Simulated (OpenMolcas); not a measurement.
# Mo⁴⁺ among point charges: CASSCF and CASPT2 levels and susceptibility

Aim: the splitting of the states of Mo⁴⁺ in the field of 4 point charges, its lowest levels with spin-orbit coupling and its magnetic susceptibility.

Program: OpenMolcas 26.06. Level of theory: state-averaged CASSCF and CASPT2, spin-orbit coupling by RASSI with atomic mean-field integrals. These are calculated values, not measurements, unless marked.

### Step 1. Starting point

- Species: Mo⁴⁺ (molybdenum, Z = 42, 38 electrons)
- Basis: ANO-RCC-VDZP [6s5p3d1f], 43 functions
- Scalar Hamiltonian: DKH2, point nucleus
- Inactive shells: 1s 2s 2p 3s 3p 3d 4s 4p
- Active space: 2 electrons in 5 orbitals (4d)
- Some configurations of this space: 4d2
- Orbitals: optimised for each spin and parity, averaged over all roots

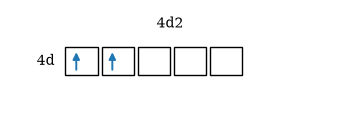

Occupation of the outer shells (arrows by Hund's rule).

The ion sits among 4 point charges of -1.3 e arranged as a square (D4h), 2.13 Å from the ion.

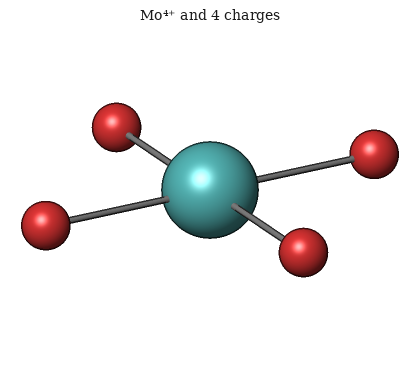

The ion and the point charges (red).

Each step is its own input file, run in one work folder so that later steps find the files of earlier ones. Labels, J, g values, rates, χT and fits are worked out afterwards by a script from the matrices that RASSI stores. The input lists half of the charges; inversion (Group=XYZ) makes the rest.

### Step 2. One- and two-electron integrals

Contents of a.inp:

```
&GATEWAY
Coord
1

Mo 0.0 0.0 0.0
Basis=ANO-RCC-VDZP
Group=XYZ
NoMove
AngMom=0.0 0.0 0.0
AMFI
XField
2 Angstrom 0
2.130000 0.000000 0.000000 -1.300000
0.000000 2.130000 0.000000 -1.300000
&SEWARD
```

Started as:

```
OMP_NUM_THREADS=1 MOLCAS_MEM=1689 MOLCAS_PROJECT=a pymolcas a.inp > a.log
```

### Step 3. CASSCF: triplets of even parity, 10 roots

Contents of a.inp:

```
&RASSCF
FileOrb=start.orb
Symmetry=1
Spin=3
nActEl=2 0 0
Inactive=9 9
Ras2=5 0
CIRoot=10 10 1
SDav=10
CIMx=300
Iter=120 100
PrWF=0.3
OrbListing=Nothing
MaxOrb=0
>>> COPY $Project.JobIph JOB001
```

start.orb holds the contracted functions of the basis, ordered by shell, or the orbitals of the step before.

### Step 4. Reference wave functions, singlets of even parity, 15 roots

Contents of a.inp:

```
&RASSCF
FileOrb=start.orb
Symmetry=1
Spin=1
nActEl=2 0 0
Inactive=9 9
Ras2=5 0
CIRoot=15 15 1
SDav=15
CIMx=300
Iter=120 100
PrWF=0.3
OrbListing=Nothing
MaxOrb=0
>>> COPY $Project.JobIph JOB002
```

### Step 5. RASSI: spin-orbit coupling between the states

Contents of a.inp:

```
&RASSI
NrOfJobIphs=2 10 15
1 2 3 4 5 6 7 8 9 10
1 2 3 4 5 6 7 8 9 10 11 12 13 14 15
IphNames
JOB001
JOB002
EJob
SpinOrbit
DIPRint=1.0
SOCoupling=1000.0
Subsets=2
Property=9
'ANGMOM' 1 'ANGMOM' 2 'ANGMOM' 3 'MLTPL  1' 1 'MLTPL  1' 2 'MLTPL  1' 3
'AMFI' 1 'AMFI' 2 'AMFI' 3
SOProperty=3
'ANGMOM' 1 'ANGMOM' 2 'ANGMOM' 3
```

### Step 6. CASPT2: IPEA 0.25, imaginary shift 0.1 (closed shells correlated: 4s 4p)

Contents of a.inp:

```
>>> COPY JOB001 $Project.JobIph
&CASPT2
Multistate=10 1 2 3 4 5 6 7 8 9 10
NoMult
Frozen=8 6
IPEA=0.25
Imaginary=0.1
MaxIter=60
WThr=0.0 0.3 0.05
PrWF=0.5
NoMix
>>> COPY JOB002 $Project.JobIph
&CASPT2
Multistate=15 1 2 3 4 5 6 7 8 9 10 11 12 13 14 15
NoMult
Frozen=8 6
IPEA=0.25
Imaginary=0.1
MaxIter=60
WThr=0.0 0.3 0.05
PrWF=0.5
NoMix
```

(Steps that only read results are left out.)

What does the calculation give? Wanted: spin-free ground state; first state of the same spin within the active space; lowest level; next level.

The runs gave:

| quantity | value |
| --- | --- |
| method | SS-CASPT2, IPEA 0.25, imaginary shift 0.1 (closed shells correlated: 4s 4p) |
| spin-free ground state | 3A2, 1-fold in its orbital part |
| first state of the same spin within the active space | 3E at 385 cm⁻¹ |
| lowest level | 1-fold A1 |
| next level | 643.1 cm⁻¹ |
| χT at 300 K | 0.11 cm³ K/mol |
| effective moment at 300 K | 0.92 μB |

Cost by method:

```csv
method,time of its own steps,time with the reference
A. CASSCF,4.1 s,4.1 s
"B. SS-CASPT2, IPEA 0.25, imaginary shift 0.1, +4s 4p",1.4 s,5.5 s
```

Times are of one thread on a shared host.

What this shows: The spin-free ground state (3A2) comes to 92 % from free-ion F terms and keeps the highest spin of the shell. χT at 300 K is 0.11, against 1.00 cm³ K/mol for the spin alone, so spin-orbit coupling lowers it. The field of point charges can differ much from that of real complexes. This is an electrostatic model: the charges have no orbitals.
